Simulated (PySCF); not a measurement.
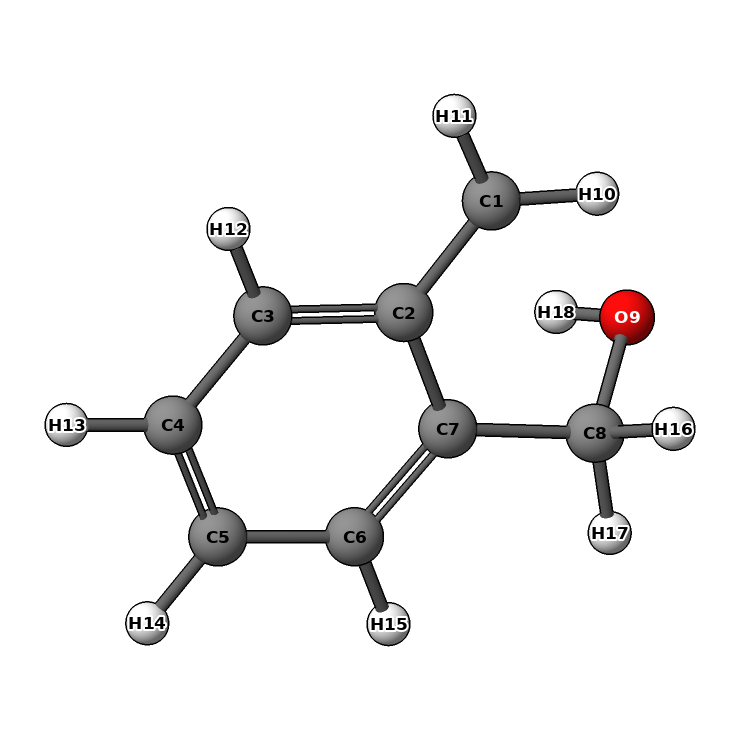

The questions are on Mulliken spin populations. State: neutral, doublet. The computed structure is the end point of a GFN2-xTB optimisation. No frequency run is at hand to confirm it as a minimum. Properties computed with UKS B3LYP, pcH-1 on C H O, non-relativistic (PySCF 2.14.0).

List the Mulliken spin populations.

```json
{"atom": "C1", "value (e)": "0.74"}
{"atom": "C2", "value (e)": "−0.20"}
{"atom": "C3", "value (e)": "0.26"}
{"atom": "C4", "value (e)": "−0.14"}
{"atom": "C5", "value (e)": "0.30"}
{"atom": "C6", "value (e)": "−0.13"}
{"atom": "C7", "value (e)": "0.25"}
{"atom": "C8", "value (e)": "−0.02"}
{"atom": "O9", "value (e)": "0.01"}
{"atom": "H10", "value (e)": "−0.03"}
{"atom": "H11", "value (e)": "−0.03"}
{"atom": "H12", "value (e)": "−0.01"}
{"atom": "H13", "value (e)": "0.00"}
{"atom": "H14", "value (e)": "−0.01"}
{"atom": "H15", "value (e)": "0.00"}
{"atom": "H16", "value (e)": "0.01"}
{"atom": "H17", "value (e)": "0.00"}
{"atom": "H18", "value (e)": "0.00"}
```

Mulliken values depend strongly on the basis set.
